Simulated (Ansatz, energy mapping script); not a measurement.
**Cr: J from the energies of magnetic orders**

Wanted: the magnetic order of Cr, its couplings and an estimate of its ordering temperature, by PBE.

Method: PBE; plane waves, collinear spin, no spin–orbit coupling, in Ansatz 0.2.0.

In doubt: warnings of the run leave room for a lower electronic state (step 2), so energies may not be the lowest and differences between runs may mislead.

## (1) Starting point

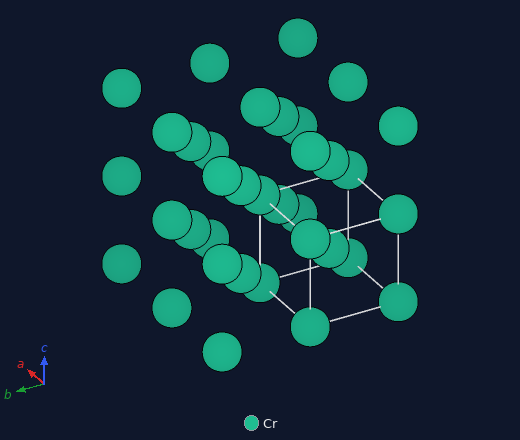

The starting structure, seen from a free direction (chromium teal). 2×2×2 cells are drawn. Some periodic images of atoms are drawn too.

The cell comes from a database of computed structures, and need not be the one that the compound takes in experiment.

A plain semilocal functional is the cheapest rung. It tends to spread open shells too far.

## (2) Which atoms carry moments

One run in the crystal's own cell, under PBE with U = 3.15 eV on Cr d, ortho-atomic projectors, shows which elements keep a moment. Transition or f elements with 0.3 μB or more enter the spin model; moments induced on other atoms do not.

input.yaml

```yaml
crystal:
  lattice:
    - [2.968899355, 0.0, 0.0]
    - [0.0, 2.968899355, 0.0]
    - [0.0, 0.0, 2.968899355]
  atoms:
    - { symbol: Cr, position: [0.0, 0.0, 0.0], spin: 2.5 }
    - { symbol: Cr, position: [0.5, 0.5, 0.5], spin: 2.5 }
magnetization:
  spin_polarized: true
kpoints:
  mp_grid: { grid: [13, 13, 13] }
hamiltonian:
  xc: pbe
  hubbard:
    sites: [{ species: Cr, l: d, u_eff: 3.15 }]
    projectors: ortho-atomic
scf:
  occupations: { method: fermi_dirac, width: 0.1 }
output:
  eigenvalues: true
```

Started as:

```
$ ansatz run input.yaml --threads 4 --pin off --max-ram 8192MiB --backend cpu --events-out ev --progress --plain --runs-dir out
```

Numbers of over 12 decimals in the logs are rounded to 6 here.

The log of the run:

```text
Engine: ansatz 0.2.0, aarch64-unknown-linux-gnu
Pseudopotentials: kind: paw
Pseudopotential: Cr, paw, valence charge 14, recommended cutoff 420 eV (normal), Cr.paw.azcp
Functional definition: PBE
  parameter kappa = 0.804
  parameter beta = 0.066725
  exchange = pbe_x(kappa = kappa, mu = beta*pi^2/3)
  correlation = pbe_c(beta = beta)
Crystal: 2 atoms, lattice volume = 26.169 Å³
Basis set: ecut = 420 eV, 485 PW (Γ)
Bands: 21, of which v1, the nominal top of the filled ones, is band 14 counted from 1 (13 counted from 0)
Symmetry: 96 space group operations
Space group: Im-3m (ITA 229), of the structure as read, at distance tolerance 3.0e-5 Å
Magnetic group: BNS 229.140 (UNI 1642), of the structure as read, at distance tolerance 3.0e-5 Å
k-points: 84 of 2197
Non-local potential: Cr, projectors of the file, l = 0: 3, l = 1: 2, l = 2: 3, l = 3: 1
PAW form: soft (Blöchl's): semilocal exchange-correlation on the pseudo side does not see the compensation charge
PAW one-centre angular grid: Cr, 590 points (default); XC on 64 Gauss nodes
Initial density: superposition of atomic densities (chi_scale 0.1, normalization cell)
Starting moments: Σ|m| = 5 μB on 2 of 2 sites
Initial wavefunctions: pseudopotential atomic-orbital guess
Functional: x = pbe(κ = 0.804, μ = 0.219515), c = pbe(β = 0.066725)
SCF iter   1: F=—  HF=-6749.045213 eV  |F-HF|=—  |Δ(HF+E_count)|=         —  Δρ=1.77e-1 (↑1.77e-1 ↓5.03e-2)  dr2=9.58e0  dr2_m=1.56e0  M=3.727 μB ∫|m|=3.727 μB  β_m=0.30  ethr=3.10e-3  ⟨swp⟩=4.0  Hψ=12163  notcnv=0
preconditioner: auto → none  [metal: Δε(μ)=0.002 eV  Ē_g=6.538 eV  σ=0.100 eV  W_gap=0.00  n_scr=6 (ndim 8)  ℏωp=25.1 eV  f_vac=0.000  D(μ)=4.05/eV (n_scr^D=80)  sad-step TF]
SCF iter   2: F=—  HF=-6747.481636 eV  |F-HF|=—  |Δ(HF+E_count)|=    1.56e0  Δρ=7.29e-2 (↑7.29e-2 ↓3.34e-2)  dr2=2.20e0  dr2_m=2.55e-1  M=4.276 μB ∫|m|=4.276 μB  β_m=0.30  ethr=3.10e-3  ⟨swp⟩=2.0  Hψ=7684  notcnv=0  defer=114
SCF iter   3: F=—  HF=-6747.104031 eV  |F-HF|=—  |Δ(HF+E_count)|=   3.78e-1  Δρ=2.39e-2 (↑2.39e-2 ↓2.39e-2)  dr2=7.74e-2  dr2_m=8.19e-2  M=5.113 μB ∫|m|=5.113 μB  β_m=1.00  ethr=3.10e-3  ⟨swp⟩=2.5  Hψ=6301  notcnv=0  defer=114
SCF iter   4: F=—  HF=-6747.168755 eV  |F-HF|=—  |Δ(HF+E_count)|=   6.47e-2  Δρ=1.59e-2 (↑6.19e-3 ↓1.59e-2)  dr2=4.25e-2  dr2_m=2.21e-2  M=5.416 μB ∫|m|=5.416 μB  β_m=1.00  ethr=2.77e-4  ⟨swp⟩=2.0  Hψ=7789  notcnv=0  defer=107
SCF iter   5: F=—  HF=-6747.250540 eV  |F-HF|=—  |Δ(HF+E_count)|=   8.18e-2  Δρ=3.26e-2 (↑3.26e-2 ↓2.07e-2)  dr2=4.38e-2  dr2_m=1.63e-1  M=6.052 μB ∫|m|=6.052 μB  β_m=1.00  ethr=1.52e-4  ⟨swp⟩=2.2  Hψ=5987  notcnv=0  defer=107
[...]
SCF iter  18: F=—  HF=-6748.005357 eV  |F-HF|=—  |Δ(HF+E_count)|=   9.25e-6  Δρ=5.96e-5 (↑5.96e-5 ↓2.34e-5)  dr2=4.94e-7  dr2_m=3.13e-7  M=7.897 μB ∫|m|=7.897 μB  β_m=0.95  ethr=9.64e-8  ⟨swp⟩=2.1  Hψ=5087  notcnv=0  defer=112
SCF iter  19: F=-6748.005358 eV  HF=-6748.005358 eV  |F-HF|=1.18e-9  |Δ(HF+E_count)|=   6.47e-7  Δρ=3.21e-6 (↑3.21e-6 ↓1.80e-6)  dr2=7.88e-10  dr2_m=1.37e-9  M=7.898 μB ∫|m|=7.898 μB  ethr=3.57e-10  ⟨swp⟩=2.9  Hψ=11248  notcnv=0
SCF 1 converged in 19 iterations: F = -6748.005358 eV  dr2 = 7.88e-10
[...]
Starting moments: Σ|m| = 5 μB on 2 of 2 sites; this step starts from the density that it was given
[...]
an SCF towards the filling of the open d shells in which the orbitals that avoid the neighbouring atoms hold both spins ahead of the others, with the run's symmetry operations kept, reached no lower state that the run goes on to. This is no proof of a minimum
WARN: an SCF from antiferromagnetic starting moments (-3.67, 3.67 Bohr magnetons, atom by atom) was not made, by what the run has read of turns of its moments that order reads lower: the deck asks for what bars it, or types moments that do (magnetization.spin_polarized, in the input reference, names some of the keys), or the run goes by scf.lower_state_search: light, the default, which as a rule tries one only behind [...]
SCF converged after 19 iterations
Magnetization: 7.8980 μB (17.9490 up, 10.0510 down)
Absolute magnetization: 7.8980 μB (∫|ρ↑−ρ↓|, with the PAW one-centre terms)
Spin contamination: 0.0579 ħ² per cell (⟨S²⟩ above its minimum at these occupations)
Per-site moments (μB) at R_I (Å): [(3.493938, 1.060596), (3.493938, 1.060596)]
Free energy (F): -6748.005358 eV
Harris-Foulkes:  -6748.005358 eV  (|F-HF|=1.18e-9)
Internal energy: -6747.945805 eV  (E = F + TS)
E sigma→0 (E₀):  -6747.975582 eV
Entropy (-TS):   -0.059553 eV (-29.776 meV/atom)
Fermi energy:    17.354186 eV
--- Per-component energies (eV) ---
  E_band       = -327.799170
  E_kinetic    = 693.821599
  E_local      = -2624.930664  (includes V_loc(G=0)·N_el)
  E_nonlocal   = 176.053494
  E_hartree    = 1145.833567
  E_xc         = -278.621477
  E_vxc        = -355.386030  (∫ρ·V_xc dr)
  E_hubbard    = 2.907570  (on-site DFT+U / exact-exchange correction)
  E_vhub       = -10.316507  (the Hubbard potential's part of the band-sum identity)
  E_paw        = -2403.438983  (= ΣΔE_a)
  E_vpaw       = -498.707003  (= ΣTr[D̂ρ^β])
  E_aug_tail   = 0.000596  (compensation charges beyond the density's cutoff)
  E_ewald      = -3459.571506
  E_smearing   = -0.059553  (= −TS)
  E_closure    = -0.000000  (closes the sum)
  Σ components = -6748.005358   (vs F -6748.005358, Δ=0.00e0)
--- Band table (eV; the first three rows and the last of 168) ---
  k-point 0 ↑: bands = [... 10 lower, 11.3568, 14.6892, 14.6892, 14.6892, 16.2679, 16.2679, 17.7299, 17.7299, ... 3 higher]
  k-point 1 ↑: bands = [... 10 lower, 11.4182, 14.6830, 14.6830, 14.7293, 16.1867, 16.2991, 17.5702, 17.5702, ... 3 higher]
  k-point 2 ↑: bands = [... 10 lower, 11.6003, 14.6712, 14.6712, 14.8480, 15.9489, 16.3920, 17.1611, 17.1611, ... 3 higher]
  k-point 83 ↓: bands = [... 10 lower, 18.2546, 18.2546, 18.2667, 18.2667, 22.5016, 22.5016, 22.5029, 22.5029, ... 3 higher]
Occupation matrices written to <dir>
```

It took 9.8 s on 4 threads of Arm Neoverse V1, shared host; peak memory 0.57 GiB.

In the SCF lines HF is the Harris–Foulkes energy and dr2 the Hartree energy of the density residual, in eV; the loop may stop once dr2 is under the threshold and the program's other checks hold. Hψ counts applications of the Hamiltonian.

Spin moment in the sphere by atom:

```
atom  spin moment in the sphere (μB)
 Cr1                            3.49
 Cr2                            3.49
```

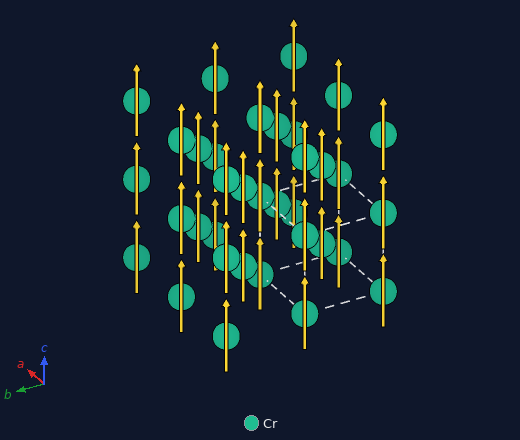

Spin moment in the sphere as arrows, the longest 3.49 μB. Up and down stand for the sign. Arrows give size and sign along the axis of quantisation, drawn up and down the page. 2×2×2 cells are drawn. Some periodic images of atoms are drawn too.

The run ends ferromagnetic; Cr carries the moments.

## (3) Parallel start in cell A (2 atoms)

The parallel order is the zero of energy for this cell and mesh.

Changes to input.yaml since step 2:

```diff
@@ -14,5 +14,2 @@
   xc: pbe
-  hubbard:
-    sites: [{ species: Cr, l: d, u_eff: 3.15 }]
-    projectors: ortho-atomic
 scf:
@@ -21 +18,5 @@
   eigenvalues: true
+  write_density: true
+  write_potential: true
+  elf: true
+  volumetric_format: npy
```

The log of the run:

```text
[...]
Crystal: 2 atoms, lattice volume = 26.169 Å³
Basis set: ecut = 420 eV, 485 PW (Γ)
Bands: 21, of which v1, the nominal top of the filled ones, is band 14 counted from 1 (13 counted from 0)
[... 1 set-up line as in the run before ...]
[...]
k-points: 84 of 2197
[...]
Starting moments: Σ|m| = 5 μB on 2 of 2 sites
[...]
SCF iter   1: F=—  HF=-6760.457289 eV  |F-HF|=—  |Δ(HF+E_count)|=         —  Δρ=2.84e-1 (↑2.84e-1 ↓1.04e-1)  dr2=1.16e1  dr2_m=7.87e0  M=0.271 μB ∫|m|=0.272 μB  β_m=0.30  ethr=3.10e-3  ⟨swp⟩=4.0  Hψ=12136  notcnv=0
[...]
SCF iter  10: F=-6755.235167 eV  HF=-6755.235167 eV  |F-HF|=7.19e-11  |Δ(HF+E_count)|=  4.31e-10  Δρ=4.10e-7 (↑4.10e-7 ↓2.57e-7)  dr2=9.07e-11  dr2_m=3.06e-12  M=0.000 μB ∫|m|=0.000 μB  ethr=4.98e-12  ⟨swp⟩=1.0  Hψ=9376  notcnv=0
SCF 1 converged in 10 iterations: F = -6755.235167 eV  dr2 = 9.07e-11
[...]
Symmetry: 48 space group operations
[...]
SCF iter   6: F=-6755.380489 eV  HF=-6755.380489 eV  |F-HF|=1.93e-8  |Δ(HF+E_count)|=  2.00e-11  Δρ=5.75e-6 (↑5.75e-6 ↓5.75e-6)  dr2=2.02e-8  dr2_m=2.03e-10  M=-0.000 μB ∫|m|=3.604 μB  ethr=7.18e-11  ⟨swp⟩=1.0  Hψ=10288  notcnv=0
SCF 2 converged in 6 iterations: F = -6755.380489 eV  dr2 = 2.02e-8
[...]
SCF iter   2: F=-6755.380489 eV  HF=-6755.380489 eV  |F-HF|=2.43e-10  |Δ(HF+E_count)|=   5.53e-9  Δρ=2.03e-6 (↑2.01e-6 ↓2.03e-6)  dr2=2.65e-10  dr2_m=7.82e-10  M=-0.000 μB ∫|m|=3.604 μB  ethr=7.22e-11  ⟨swp⟩=2.0  Hψ=6560  notcnv=0
SCF 3 converged in 2 iterations: F = -6755.380489 eV  dr2 = 2.65e-10
WARN: the starting moments were not kept: 1 of 2 ended reversed and 1 kept their direction, counting a site from 0.1 of the cell's largest site moment. The largest reversed, site 0 (counted from 0, in the order of the report's site_moments_mub), started with +2.5 μB and closes at -1.7e0 μB in its sphere. The net magnetisation is 2.1e-9 μB in size, at most 0.1 of the 5 μB that the starting moments add up to as vectors [...]
SCF converged after 2 iterations
Magnetization: -0.0000 μB (14.0000 up, 14.0000 down)
Absolute magnetization: 3.6038 μB (∫|ρ↑−ρ↓|, with the PAW one-centre terms)
[...]
Per-site moments (μB) at R_I (Å): [(-1.682980, 1.060596), (1.682980, 1.060596)]
Free energy (F): -6755.380489 eV
[...]
Internal energy: -6755.360742 eV  (E = F + TS)
E sigma→0 (E₀):  -6755.370616 eV
Entropy (-TS):   -0.019747 eV (-9.873 meV/atom)
Fermi energy:    16.835412 eV
[...]
--- Band table (eV; the first three rows and the last of 168) ---
  k-point 0 ↑: bands = [... 10 lower, 13.2094, 15.9738, 15.9738, 15.9738, 18.0688, 18.0688, 19.3586, 19.3586, ... 3 higher]
  k-point 1 ↑: bands = [... 10 lower, 13.2666, 15.9617, 15.9617, 16.0057, 17.9949, 18.0966, 19.2153, 19.2153, ... 3 higher]
  k-point 2 ↑: bands = [... 10 lower, 13.4356, 15.9305, 15.9305, 16.0982, 17.7796, 18.1736, 18.8526, 18.8526, ... 3 higher]
  k-point 83 ↓: bands = [... 10 lower, 14.3349, 15.3732, 15.3951, 15.3951, 17.5979, 17.5979, 19.0429, 19.0429, ... 3 higher]
```

Elapsed: 12 s, on 4 threads; peak memory 0.54 GiB.

Spin moment in the sphere by atom:

```
atom  spin moment in the sphere (μB)
 Cr1                           -1.68
 Cr2                            1.68
```

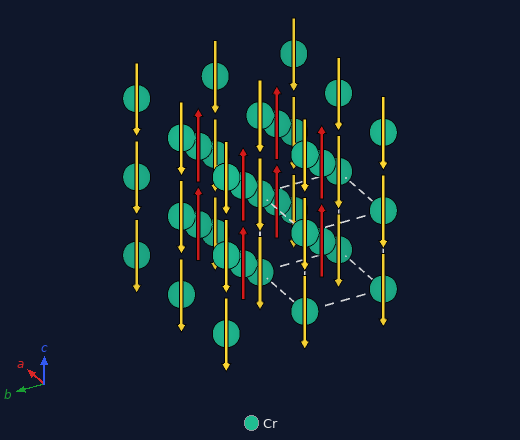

Spin moment in the sphere as arrows, the longest 1.68 μB. Up and down stand for the sign. Arrows give size and sign along the axis of quantisation, drawn up and down the page. The two directions have two colours. 2×2×2 cells are drawn. Some periodic images of atoms are drawn too.

The run ends antiferromagnetic, not as typed: a moment turned or collapsed in the SCF or in the program's search for a lower state.

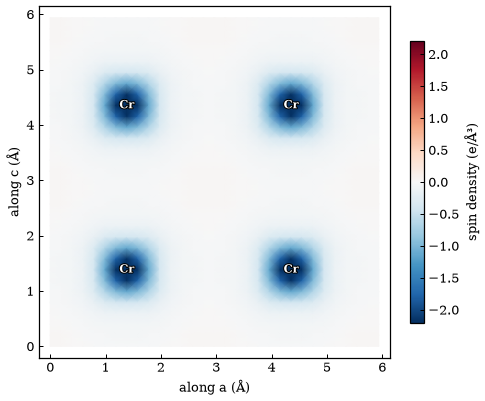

Spin density in the ac plane at fractional y = 0.000, with atoms of Cr within 0.2 Å of it. The map starts off the cell's origin, so that atoms lie inside it.

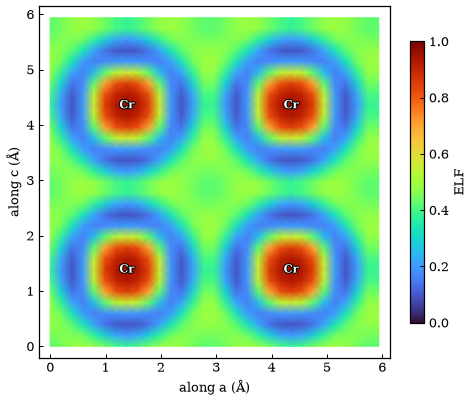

ELF in the ac plane at fractional y = 0.000, with atoms of Cr within 0.2 Å of it. It is the smooth field of the valence electrons, not physical close to the nuclei. The map starts off the cell's origin, so that atoms lie inside it.

## (4) Order 2: parallel, cell B of 4 atoms

A new cell needs its own zero of energy.

input.yaml, the sections that differ from step 3:

```yaml
crystal:
  lattice:
    - [-2.968899355, 0.0, 0.0]
    - [0.0, 2.968899355, 2.968899355]
    - [0.0, 2.968899355, -2.968899355]
  atoms:
    - { symbol: Cr, position: [0.0, 0.0, 0.0], spin: 2.5 }
    - { symbol: Cr, position: [0.0, 0.5, 0.5], spin: 2.5 }
    - { symbol: Cr, position: [0.5, 0.5, 0.0], spin: 2.5 }
    - { symbol: Cr, position: [0.5, 0.0, 0.5], spin: 2.5 }
kpoints:
  mp_grid: { grid: [13, 9, 9] }
output:
  eigenvalues: true
# magnetization, hamiltonian, scf: as in step 3
```

The log of the run:

```text
[...]
Crystal: 4 atoms, lattice volume = 52.338 Å³
Basis set: ecut = 420 eV, 1021 PW (Γ)
Bands: 40, of which v1, the nominal top of the filled ones, is band 28 counted from 1 (27 counted from 0)
Symmetry: 64 space group operations
[...]
k-points: 105 of 1053
[...]
Starting moments: Σ|m| = 10 μB on 4 of 4 sites
[...]
SCF iter   1: F=—  HF=-13520.796733 eV  |F-HF|=—  |Δ(HF+E_count)|=         —  Δρ=2.83e-1 (↑2.83e-1 ↓1.02e-1)  dr2=2.35e1  dr2_m=1.54e1  M=0.554 μB ∫|m|=0.560 μB  β_m=0.30  ethr=3.10e-3  ⟨swp⟩=4.1  Hψ=23724  notcnv=0
[...]
spin=Collinear: Kerker preconditioning applied to the charge; magnetization (m = ρ↑ − ρ↓) channel mixes plain (no charge-response kernel on spin).
SCF iter   2: F=—  HF=-13513.669939 eV  |F-HF|=—  |Δ(HF+E_count)|=    7.13e0  Δρ=1.79e-1 (↑1.79e-1 ↓8.62e-2)  dr2=7.17e0  dr2_m=7.66e0  M=0.511 μB ∫|m|=0.511 μB  β_m=0.55  ethr=3.10e-3  ⟨swp⟩=2.2  Hψ=17697  notcnv=0  defer=10
[...]
SCF iter  11: F=-13510.469366 eV  HF=-13510.469366 eV  |F-HF|=0.00e0  |Δ(HF+E_count)|=  1.09e-11  Δρ=4.27e-8 (↑3.95e-8 ↓4.27e-8)  dr2=1.20e-12  dr2_m=8.75e-14  M=-0.000 μB ∫|m|=0.000 μB  ethr=1.00e-12  ⟨swp⟩=1.0  Hψ=17684  notcnv=0
SCF 1 converged in 11 iterations: F = -13510.469366 eV  dr2 = 1.20e-12
[...]
Symmetry: 32 space group operations
[...]
SCF 2 converged in 7 iterations: F = -13510.760589 eV  dr2 = 1.87e-9
[...]
SCF 3 converged in 2 iterations: F = -13510.760589 eV  dr2 = 1.78e-10
[...]
SCF converged after 2 iterations
Magnetization: -0.0000 μB (28.0000 up, 28.0000 down)
Absolute magnetization: 7.2235 μB (∫|ρ↑−ρ↓|, with the PAW one-centre terms)
[...]
Per-site moments (μB) at R_I (Å): [(-1.685992, 1.060596), (-1.685992, 1.060596), (1.685992, 1.060596), (1.685992, 1.060596)]
Free energy (F): -13510.760589 eV
[...]
Internal energy: -13510.720056 eV  (E = F + TS)
E sigma→0 (E₀):  -13510.740323 eV
Entropy (-TS):   -0.040533 eV (-10.133 meV/atom)
Fermi energy:    16.834303 eV
[...]
--- Band table (eV; the first three rows and the last of 210) ---
  k-point 0 ↑: bands = [... 24 lower, 15.9745, 15.9746, 17.5287, 17.6318, 17.6318, 17.7686, 18.0704, 18.0709, ... 8 higher]
  k-point 1 ↑: bands = [... 24 lower, 15.9604, 16.0338, 16.8136, 17.1841, 17.8507, 18.0222, 18.0738, 18.0859, ... 8 higher]
  k-point 2 ↑: bands = [... 24 lower, 15.9061, 16.0356, 16.1901, 16.4449, 17.7574, 17.9062, 18.0354, 18.0836, ... 8 higher]
  k-point 104 ↓: bands = [... 24 lower, 16.9217, 17.1405, 17.2828, 17.3802, 17.7152, 17.8279, 17.8716, 18.0645, ... 8 higher]
```

It took 68 s on 4 threads; peak memory 1.5 GiB.

Spin moment in the sphere by atom:

```
atom  spin moment in the sphere (μB)
 Cr1                           -1.69
 Cr2                           -1.69
 Cr3                            1.69
 Cr4                            1.69
```

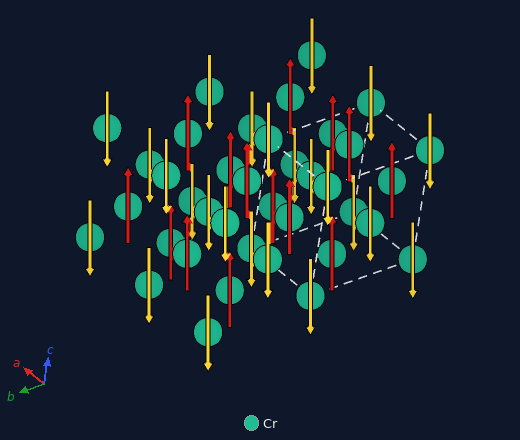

Spin moment in the sphere as arrows, the longest 1.69 μB. Up and down stand for the sign. Arrows give size and sign along the axis of quantisation, drawn up and down the page. The two directions have two colours. 2×2×1 cells are drawn. Some periodic images of atoms are drawn too.

The run ends antiferromagnetic, not as typed: a moment turned or collapsed in the SCF or in the program's search for a lower state.

## (5) Order 3: parallel, cell C of 4 atoms

A new cell needs its own zero of energy.

This run holds the same structure in another cell (b 4.199 → 2.969 Å, c 4.199 → 5.938 Å).

input.yaml, the sections that differ from step 4:

```yaml
crystal:
  lattice:
    - [2.968899355, 0.0, 0.0]
    - [0.0, 2.968899355, 0.0]
    - [0.0, 0.0, 5.93779871]
  atoms:
    - { symbol: Cr, position: [0.0, 0.0, 0.0], spin: 2.5 }
    - { symbol: Cr, position: [0.0, 0.0, 0.5], spin: 2.5 }
    - { symbol: Cr, position: [0.5, 0.5, 0.25], spin: 2.5 }
    - { symbol: Cr, position: [0.5, 0.5, 0.75], spin: 2.5 }
kpoints:
  mp_grid: { grid: [13, 13, 7] }
# magnetization, hamiltonian, scf, output: as in step 4
```

The log of the run:

```text
[...]
Crystal: 4 atoms, lattice volume = 52.338 Å³
Basis set: ecut = 420 eV, 983 PW (Γ)
Bands: 40, of which v1, the nominal top of the filled ones, is band 28 counted from 1 (27 counted from 0)
[... 1 set-up line as in the run before ...]
[...]
k-points: 112 of 1183
[...]
Starting moments: Σ|m| = 10 μB on 4 of 4 sites
[...]
k-point 0 ↑: bands = [... 24 lower, 15.9736, 15.9739, 15.9739, 16.1158, 16.7097, 17.4317, 17.4317, 18.0695, ... 8 higher]
  k-point 1 ↑: bands = [... 24 lower, 15.9634, 15.9634, 16.0011, 16.3130, 16.6575, 17.5130, 17.5130, 18.0058, ... 8 higher]
  k-point 2 ↑: bands = [... 24 lower, 15.9358, 15.9358, 16.0813, 16.5260, 16.7151, 17.7433, 17.7433, 17.8191, ... 8 higher]
  k-point 111 ↓: bands = [... 24 lower, 15.8886, 15.9114, 16.2804, 16.2842, 17.6024, 17.6257, 17.7673, 17.7876, ... 8 higher]
[key lines of the parts left out:]
SCF converged after 2 iterations
Magnetization: 0.0000 μB (28.0000 up, 28.0000 down)
Free energy (F): -13510.761017 eV
Fermi energy:    16.832718 eV
```

Elapsed: 61 s, on 4 threads; peak memory 1.5 GiB; 3.8 min of CPU time.

The run ends antiferromagnetic, not as typed: a moment turned or collapsed in the SCF or in the program's search for a lower state.

## (6) Mapping onto a Heisenberg model

Each energy difference is a sum of couplings weighted by the pairs that the order reverses. A few near shells are fitted to the differences by least squares. Energies are those extrapolated to zero occupation width, not the free energies F.

Energies from the parallel order of the same cell:

```
                                              order  atoms  energy (meV a magnetic atom)  moments (μB)  moments kept as typed
parallel in cell A (typed; ended antiferromagnetic)      2                             -          1.68                     no
parallel in cell B (typed; ended antiferromagnetic)      4                             -          1.69                     no
parallel in cell C (typed; ended antiferromagnetic)      4                             -          1.69                     no
```

No pair of orders in one cell converged with its signs kept, so no coupling can be fitted.

## (7) Outcome

| Property | Result |
| --- | --- |
| couplings | not obtained |

In words: Only parallel starts were run, since none kept its moments as typed; they end antiferromagnetic.

[Logs and program files are shortened in this print: banners, set-up blocks, solver, clock and traceback lines can be left out without a mark of their own.]

[Logs are printed without paths, hosts, clocks, repeated set-up lines and the standing remarks that a program may print on its own settings, such as how far it seeks lower states.]

[Hosts, paths, dates, database ids (printed as entryN), source tags and the programs' standing remarks are cut or masked in the printed files.]

[Where a cell is said to come from a database of computed structures, the database is the Materials Project.]
